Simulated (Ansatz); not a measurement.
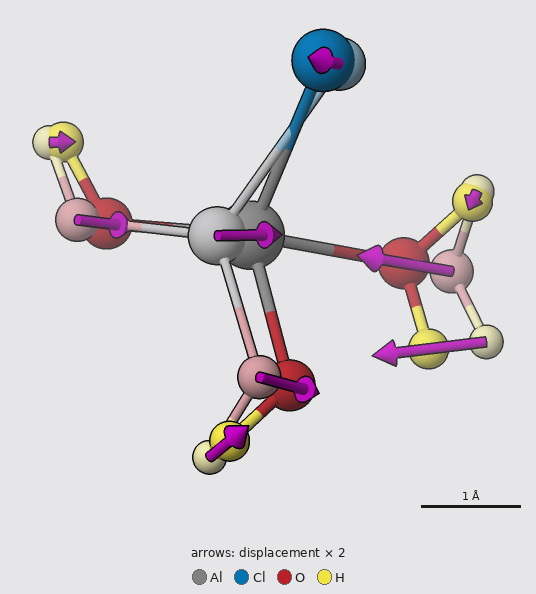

A relaxation of AlH$_{4}$O$_{3}$Cl. The starting structure is drawn faded, the final one solid; purple arrows show the displacements, 2 times their true length. The two geometries are superimposed by the best rigid fit.

A ball-and-stick model, seen from a free direction.

The run prepares an end point of a later path (reaction) calculation, from a guessed geometry.

Method: RKS PBE0/def2-SVP in Ansatz. Settings: no spin polarisation; force threshold 0.03 eV/Å; at most 50 steps.

Describe the change and its energy.

After 13 accepted moves (15 points after the start) the energy has fallen by 20.3 kcal/mol. Largest force component: 1.2 eV/Å at the start, 0.011 eV/Å at the end. The line search rejected the trial steps at points 5, 11 of the run. An H atom moves most after the best rigid fit: 0.60 Å. Largest moves by element: H 0.60 Å, O 0.57 Å, Al 0.43 Å, Cl 0.25 Å. Some distances before and after: Al–O 2.960 → 1.968 Å, Al–H 3.161 → 2.290 Å, Al–Cl 2.195 → 2.141 Å, Al–O 1.691 → 1.726 Å. New bonds form, among them: Al–O (2.96 → 1.97 Å). Among the angles between lasting bonds that change: O–Al–O 122.8° → 118.0°, H–O–H 103.1° → 107.3°, Cl–Al–O 121.2° → 117.8°. Groups turn about Al–O by about 60°. The run took 37 s on 2 threads of Arm Neoverse V1, on a shared host, peak memory 0.2 GiB.

Limits of the set-up: the start holds two separate molecules, 2.6 Å apart at their closest, whose relative position is a soft coordinate and is computed without a dispersion correction.
